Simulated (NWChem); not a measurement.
# C2H2BCl2 (SMILES [H]/[C]=C\B(Cl)Cl): levels of theory compared

Aim: a comparison of 4 runs (UHF/STO-3G, UHF/3-21G, UB3LYP/6-31G*) of C2H2BCl2. 

The results are computed with NWChem 7.3.0.

## Step 1: Starting point

C2H2BCl2 has 7 atoms, charge 0, and is taken as a doublet. SMILES: `[H]/[C]=C\B(Cl)Cl`. The coordinates come from a GFN2-xTB relaxation.

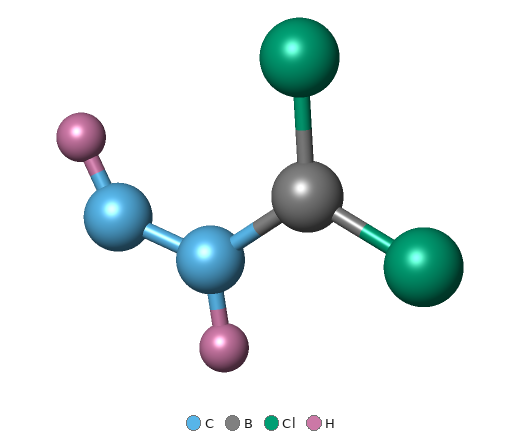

The structure, seen from a chosen angle (carbon blue, boron grey, chlorine teal, hydrogen pink).

## Step 2: Energy and gradient at UHF/STO-3G (run 1)

File test.nw:

```
start test
title "C2H2BCl2"
memory 2200 mb
geometry units angstrom noautosym nocenter noautoz
  C      0.469540     0.035260     1.535910
  C      0.298370    -0.537840     0.379440
  B     -0.323810     0.123010    -0.901160
  Cl    -0.469500    -0.796000    -2.345600
  Cl    -0.863020     1.751730    -0.888820
  H      0.281070     0.996890     1.959370
  H      0.607350    -1.573050     0.260860
end
basis spherical bse
  C library STO-3G
  B library STO-3G
  Cl library STO-3G
  H library STO-3G
end
scf
  doublet
  uhf
  thresh 1e-08
  maxiter 80
  noprint "final vectors analysis"
end
task scf gradient
```

Launch:

```bash
$ nwchem test.nw > test.out
```

The log of the run:

```text
[...]
  functions       =    35
[...]
  wavefunction    = UHF
[...]
         Total SCF energy =  -1009.495148771144
      One electron energy =  -1839.865878375814
      Two electron energy =    606.469310207693
 Nuclear repulsion energy =    223.901419396976
                       Sz =      0.5000
                 Sz(Sz+1) =      0.7500
                      S^2 =      1.0851
[...]
                         UHF ENERGY GRADIENTS
    atom               coordinates                        gradient
                 x          y          z           x          y          z
   1 C       0.887302   0.066632   2.902449   -0.013166  -0.012585  -0.055377
   2 C       0.563838  -1.016370   0.717038    0.014285   0.024197   0.071351
   3 B      -0.611912   0.232455  -1.702945   -0.021403   0.021907  -0.044831
   4 Cl     -0.887226  -1.504222  -4.432541    0.003098   0.023883   0.035278
   5 Cl     -1.630871   3.310290  -1.679626    0.013613  -0.042676  -0.002043
   6 H       0.531145   1.883849   3.702672    0.004197  -0.014942  -0.002562
   7 H       1.147725  -2.972633   0.492954   -0.000624   0.000216  -0.001816
[...]
```

It took 5.1 s on 1 thread of AMD EPYC 9R14 (Zen 4), shared host; peak memory 0.099 GiB.

## Step 3: Energy and gradient at UHF/3-21G (run 2)

File run.nw:

```
START run
memory 2200 mb

GEOMETRY units angstrom noautosym nocenter noautoz
   C      0.469540     0.035260     1.535910
   C      0.298370    -0.537840     0.379440
   B     -0.323810     0.123010    -0.901160
   Cl    -0.469500    -0.796000    -2.345600
   Cl    -0.863020     1.751730    -0.888820
   H      0.281070     0.996890     1.959370
   H      0.607350    -1.573050     0.260860
END

BASIS spherical bse
   * library 3-21G
END

SCF
   doublet
   uhf
   thresh 1e-08
   maxiter 80
END

TASK scf gradient
```

Launch:

```bash
$ nwchem run.nw > run.out
```

The log of the run:

```text
[...]
  functions       =    57
[...]
  wavefunction    = UHF
[...]
         Total SCF energy =  -1015.612594817408
      One electron energy =  -1845.871685389511
      Two electron energy =    606.357671175126
 Nuclear repulsion energy =    223.901419396976
                       Sz =      0.5000
                 Sz(Sz+1) =      0.7500
                      S^2 =      0.9728
[...]
                         UHF ENERGY GRADIENTS
    atom               coordinates                        gradient
                 x          y          z           x          y          z
   1 C       0.887302   0.066632   2.902449   -0.003926  -0.017328  -0.030972
   2 C       0.563838  -1.016370   0.717038    0.008009   0.019518   0.046361
   3 B      -0.611912   0.232455  -1.702945   -0.020302   0.020079  -0.043252
   4 Cl     -0.887226  -1.504222  -4.432541    0.002431   0.022113   0.031263
   5 Cl     -1.630871   3.310290  -1.679626    0.012510  -0.039431  -0.002114
   6 H       0.531145   1.883849   3.702672    0.000442  -0.001029   0.000292
   7 H       1.147725  -2.972633   0.492954    0.000835  -0.003922  -0.001577
[...]
```

Run time: 5.4 s. Hardware: 1 thread of AMD EPYC 9R14 (Zen 4), shared host; peak memory 0.098 GiB.

Run 3 isn't shown in full; the table further down has it.

## Step 4: Energy and forces at UB3LYP/6-31G(d) (Cartesian functions) (run 4)

File test.xyz:

```xyz
7

C      0.469540     0.035260     1.535910
C      0.298370    -0.537840     0.379440
B     -0.323810     0.123010    -0.901160
Cl    -0.469500    -0.796000    -2.345600
Cl    -0.863020     1.751730    -0.888820
H      0.281070     0.996890     1.959370
H      0.607350    -1.573050     0.260860
```

File run.py:

```python
from ase.io import read
from ase.calculators.nwchem import NWChem

atoms = read('test.xyz')

calc = NWChem(
    label='test',
    theory='dft',
    memory='2200 mb',
    basis='6-31G*',
    dft={'xc': 'b3lyp', 'mult': '2', 'grid': 'xfine', 'convergence': 'energy 1e-08', 'iterations': '100', 'mulliken': None},
)
atoms.calc = calc

forces = atoms.get_forces()
print(f"energy = {atoms.get_potential_energy():.6f} eV")
print("forces (eV/A):")
for s, f in zip(atoms.symbols, forces):
    print(f"{s:2s} {f[0]:10.5f} {f[1]:10.5f} {f[2]:10.5f}")
```

Launch:

```bash
$ export ASE_NWCHEM_COMMAND="nwchem PREFIX.nwi > PREFIX.nwo"
$ python run.py
```

The log of the run:

```text
energy = -27827.579445 eV
forces (eV/A):
C     0.16882    0.07502    0.61773
C    -0.24837   -0.42567   -1.24621
B     0.59752   -0.52759    1.33846
Cl   -0.08006   -0.72243   -1.02278
Cl   -0.43359    1.31841    0.02247
H    -0.10110    0.57505    0.29136
H     0.09678   -0.29280   -0.00103
```

The calculator wrote test.nwi:

```
title "test"

permanent_dir test

scratch_dir test

start test

geometry units angstrom nocenter noautosym noautoz
  C  4.6954000000000001e-01 3.5260000000000000e-02 1.5359100000000001e+00
  C  2.9837000000000002e-01 -5.3783999999999998e-01 3.7944000000000000e-01
  B  -3.2380999999999999e-01 1.2300999999999999e-01 -9.0115999999999996e-01
  Cl -4.6949999999999997e-01 -7.9600000000000004e-01 -2.3456000000000001e+00
  Cl -8.6302000000000001e-01 1.7517300000000000e+00 -8.8882000000000005e-01
  H  2.8106999999999999e-01 9.9689000000000005e-01 1.9593700000000001e+00
  H  6.0734999999999995e-01 -1.5730500000000001e+00 2.6085999999999998e-01
end

memory 2200 mb

basis noprint
   * library 6-31G*
end

dft
  xc b3lyp
  mult 2
  grid xfine
  convergence energy 1e-08
  iterations 100
  mulliken
end

task dft gradient
```

test.nwo (excerpt; [...] marks lines left out):

```text
[...]
      One electron energy =    -1852.696738863786
[... 2 lines left out ...]
 Nuclear repulsion energy =      223.901419396976
[... 1361 lines left out ...]
          Convergence on energy requested:  1.00D-08
[... 25 lines left out ...]
          Spatial weights used:  Erf1
[...]
  wavefunction    = open shell
                         DFT ENERGY GRADIENTS
    atom               coordinates                        gradient
                 x          y          z           x          y          z
   1 C       0.887302   0.066632   2.902449   -0.003283  -0.001459  -0.012013
   2 C       0.563838  -1.016370   0.717038    0.004830   0.008278   0.024235
   3 B      -0.611912   0.232455  -1.702945   -0.011620   0.010260  -0.026029
   4 Cl     -0.887226  -1.504222  -4.432541    0.001557   0.014049   0.019890
   5 Cl     -1.630871   3.310290  -1.679626    0.008432  -0.025639  -0.000437
   6 H       0.531145   1.883849   3.702672    0.001966  -0.011183  -0.005666
   7 H       1.147725  -2.972633   0.492954   -0.001882   0.005694   0.000020
[...]
```

Wall time 49 s (1 thread of AMD EPYC 9R14 (Zen 4), shared host); peak memory 0.14 GiB.

## Step 5: All runs side by side

```tsv
run	level	iteration cap	module	energy (Eh)	dipole moment (D)	⟨S²⟩	largest force (eV/Å)	wall time
1	UHF/STO-3G	80	scf	-1009.495149	2.07	1.085	3.943	5.1 s
2	UHF/3-21G	80	scf	-1015.612595	2.01	0.973	2.665	5.4 s
3	UB3LYP/6-31G* (spherical functions)	100	dft	-1022.636057	1.10	0.761	1.538	45 s
4	UB3LYP/6-31G* (Cartesian functions)	100	dft	-1022.644691	1.10	0.761	1.558	49 s
```

## Step 6: Outcome

| quantity | value |
| --- | --- |
| run 4: total energy | -1022.64469 Eh |
| run 4: dipole moment | 1.10 D |
| run 4: HOMO energy (highest over α and β) | -6.71 eV |
| run 4: LUMO energy (lowest over α and β) | -2.39 eV |
| run 4: ⟨S²⟩ | 0.761 |
| run 4: largest force on an atom | 1.558 eV/Å |

**Reading.** The dipole moment (its size) runs from 1.10 D (UB3LYP/6-31G*) to 2.07 D (UHF/STO-3G). The two ends differ in method and basis. In run 1 the basis is minimal, so the values are rough. Spin contamination of the reference: run 1 ⟨S²⟩ = 1.09, run 2 ⟨S²⟩ = 0.97. All runs together took 1.7 min, the longest 49 s.
